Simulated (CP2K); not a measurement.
# CH8AlPSi (SMILES C[SiH2][AlH][PH2]), run twice

Wanted: the energy of CH8AlPSi, GFN2-xTB.

The calculation is run with CP2K 2026.2.

3 further runs of the same task are left out: 3 set aside as unsound or not needed.

### 1 The structure to begin with

CH8AlPSi has 12 atoms, charge 0, and is taken as a singlet. As SMILES, `C[SiH2][AlH][PH2]`. Geometry: a rough force-field guess. This is one conformer, not always the lowest.

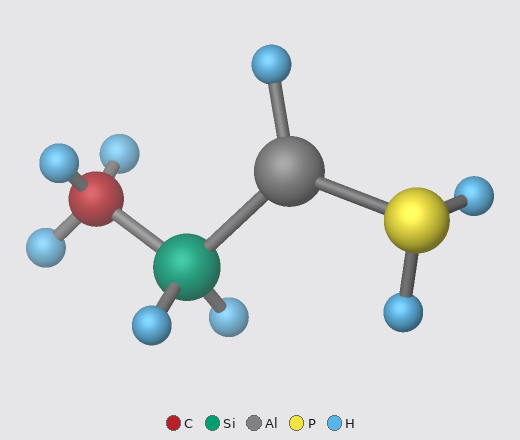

Viewed from a chosen angle; carbon red, silicon teal, aluminium grey, phosphorus yellow, hydrogen blue.

### 2 Try one

Contents of mol.inp:

```
&GLOBAL
   PROJECT mol
   RUN_TYPE ENERGY
   PRINT_LEVEL MEDIUM
&END GLOBAL
&FORCE_EVAL
   METHOD QUICKSTEP
   &DFT
      CHARGE 0
      MULTIPLICITY 1
      # Quickstep
      &QS
         METHOD XTB
         EPS_DEFAULT 1.0E-10
         &XTB
            GFN_TYPE TBLITE
            &TBLITE
               METHOD GFN2
            &END TBLITE
            CHECK_ATOMIC_CHARGES F
         &END XTB
      &END QS
      # no periodic images
      &POISSON
         PERIODIC NONE
         POISSON_SOLVER ANALYTIC
      &END POISSON
      # self-consistent field
      &SCF
         SCF_GUESS ATOMIC
         EPS_SCF 1.0E-06
         MAX_SCF 150
         ADDED_MOS 4
         &DIAGONALIZATION
            ALGORITHM STANDARD
         &END DIAGONALIZATION
         &MIXING
            METHOD DIRECT_P_MIXING
            ALPHA 0.4
         &END MIXING
         &SMEAR ON
            METHOD FERMI_DIRAC
            ELECTRONIC_TEMPERATURE [K] 300
         &END SMEAR
      &PRINT
         &MOMENTS
            PERIODIC F
            REFERENCE COM
            MAX_MOMENT 1
         &END MOMENTS
         &MO ON
            ENERGIES T
            OCCUPATION_NUMBERS T
            NDIGITS 6
            &EACH
               QS_SCF 0
            &END EACH
            ADD_LAST NUMERIC
         &END MO
         &HIRSHFELD OFF
         &END HIRSHFELD
      &END PRINT
   &END DFT
   &SUBSYS
      &CELL
         ABC [angstrom] 14.2 16.6 12.3
         PERIODIC NONE
      &END CELL
      &COORD
         UNIT bohr
         C     -0.0453534     4.2144672    -0.0302356
         Si    -1.5214185     1.0476642    -0.0011338
         Al     1.6828011    -1.9195838     0.5988542
         P      0.9259658    -6.1981127     0.7804569
         H     -1.6631480     5.6878867    -0.3800239
         H      0.8207081     4.7112762     1.7701065
         H      1.3037221     4.4467145    -1.6079680
         H     -3.2813204     0.8917618     2.0607463
         H     -2.7733621     0.5746657    -2.3394809
         H      4.6054515    -0.9917283     0.9586581
         H      1.8326564    -6.7283699    -1.6506758
         H     -1.7410047    -5.8409545    -0.0948643
      &END COORD
      &TOPOLOGY
         &CENTER_COORDINATES
         &END CENTER_COORDINATES
      &END TOPOLOGY
   &END SUBSYS
&END FORCE_EVAL
```

Command:

```
$ OMP_NUM_THREADS=1 cp2k.psmp -i mol.inp > mol.out 2>&1
```

The log of the run:

```text
Possible matches for unknown subsection

 MOMENTS

   subsection MOMENTS in section %__ROOT__%FORCE_EVAL%DFT%ENERGY_CORRECTION%PRINT score:  110
   subsection MOMENTS in section %__ROOT__%FORCE_EVAL%DFT%REAL_TIME_PROPAGATION%PRINT score:  110
   subsection MOMENTS in section %__ROOT__%FORCE_EVAL%DFT%PRINT score:  110
   subsection MOMENTS_FT in section %__ROOT__%FORCE_EVAL%DFT%REAL_TIME_PROPAGATION%PRINT score:  107
   enum SILENT in section %__ROOT__%GLOBAL%PRINT for keyword _SECTION_PARAMETERS_ score:  106

 *******************************************************************************
 *   ___                                                                       *
 *  /   \                                                                      *
 * [ABORT]                                                                     *
 *  \___/               unknown subsection MOMENTS of section PRINT            *
 *    |                                                                        *
 *  O/|                                                                        *
 * /| |                                                                        *
 * / \                                               input/input_parsing.F:192 *
 *******************************************************************************

 ===== Routine Calling Stack =====

            6 section_vals_parse
            5 section_vals_parse
            4 section_vals_parse
            3 section_vals_parse
            2 section_vals_parse
            1 read_input

Program received signal SIGABRT: Process abort signal.

Backtrace for this error:
#0  0x4f0ad9c4f957 in ???
#1  0x4f0afa504cac in __pthread_kill_implementation
#2  0x4f0afa4abfb7 in raise
#3  0x4f0afa495d37 in abort
#4  0x4f0ada322d83 in ???
#5  0x4f0ada324297 in ???
#6  0x4f0ada493e77 in ???
#7  0x4f0ada4938f7 in ???
#8  0x4f0ada4938f7 in ???
#9  0x4f0ada4938f7 in ???
#10  0x4f0ada4938f7 in ???
#11  0x4f0ad9d69807 in ???
#12  0x4f0ada5d4e8b in ???
#13  0x4f0ada5d9d0b in ???
#14  0x4f0ad9cf0db3 in ???
#15  0x4f0ad9ceef13 in ???
#16  0x4f0afa496573 in __libc_start_call_main
#17  0x4f0afa496657 in __libc_start_main_impl
#18  0x4f0ad9cef06f in ???
#19  0xffffffffffffffff in ???
```

It took 0.32 s on 1 thread of Arm Neoverse V1, shared host.

### 3 What went wrong

The program refused the input.

The log says `\___/               unknown subsection MOMENTS of section PRINT`. Cause: a section of the input isn't closed.

### 4 Second attempt

Contents of molecule.inp:

```
&global
 project molecule
 run_type ENERGY
 print_level MEDIUM
&end global

&force_eval
 method QUICKSTEP
 &dft
  charge 0
  multiplicity 1
  &qs
   method XTB
   eps_default 1.0E-10
   &xtb
    gfn_type TBLITE
    &tblite
     method GFN2
    &end tblite
    check_atomic_charges F
   &end xtb
  &end qs
  &poisson
   periodic NONE
   poisson_solver ANALYTIC
  &end poisson
  &scf
   scf_guess ATOMIC
   eps_scf 1.0E-06
   max_scf 150
   added_mos 4
   &diagonalization
    algorithm STANDARD
   &end diagonalization
   &mixing
    method DIRECT_P_MIXING
    alpha 0.4
   &end mixing
   &smear ON
    method FERMI_DIRAC
    electronic_temperature [K] 300
   &end smear
  &end scf
  &print
   &moments
    periodic F
    reference COM
    max_moment 1
   &end moments
   &mo ON
    energies T
    occupation_numbers T
    ndigits 6
    &each
     qs_scf 0
    &end each
    add_last NUMERIC
   &end mo
   &hirshfeld OFF
   &end hirshfeld
  &end print
 &end dft
 &subsys
  &cell
   abc [angstrom] 14.2 16.6 12.3
   periodic NONE
  &end cell
  &coord
   UNIT bohr
   C     -0.0453534     4.2144672    -0.0302356
   Si    -1.5214185     1.0476642    -0.0011338
   Al     1.6828011    -1.9195838     0.5988542
   P      0.9259658    -6.1981127     0.7804569
   H     -1.6631480     5.6878867    -0.3800239
   H      0.8207081     4.7112762     1.7701065
   H      1.3037221     4.4467145    -1.6079680
   H     -3.2813204     0.8917618     2.0607463
   H     -2.7733621     0.5746657    -2.3394809
   H      4.6054515    -0.9917283     0.9586581
   H      1.8326564    -6.7283699    -1.6506758
   H     -1.7410047    -5.8409545    -0.0948643
  &end coord
  &topology
   &center_coordinates
   &end center_coordinates
  &end topology
 &end subsys
&end force_eval
```

Command:

```
$ OMP_NUM_THREADS=1 cp2k.psmp -i molecule.inp -o molecule.out
```

The log of the run:

```text
CP2K| version string:                                       CP2K version 2026.2
[...]
 GLOBAL| Method name                                                        CP2K
[...]
 GLOBAL| Run type                                                         ENERGY
[...]
                             - Atoms:                                         12
[...]
                             - Spherical basis functions:                     39
[...]
 Number of electrons:                                                         24
[...]
  *** SCF run converged in    16 steps ***
[...]
  Fermi energy:                                                -0.26448574456916
[...]
 TB_DIPOLE| Moment [Debye]         -1.36990987       0.15041241      -0.54276882
 TB_DIPOLE| Derivative [a.u.]       0.00000000       0.00000000       0.00000000
[...]
 ENERGY| Total FORCE_EVAL ( QS ) energy [hartree]            -11.482589870218991
[...]
```

Run time: 0.3 s. Hardware: 1 thread of Arm Neoverse V1, shared host.

### 5 Outcome

Level: GFN2-xTB.

| quantity | value |
| --- | --- |
| total energy | -11.48259 Eh |
| dipole moment (from atomic charges alone) | 1.48 D |
| HOMO energy | -9.36 eV |
| LUMO energy | -6.30 eV |
| HOMO–LUMO gap | 3.06 eV |

**Reading.** The dipole comes from point charges on the atoms alone, without atomic dipoles, so it is partial.
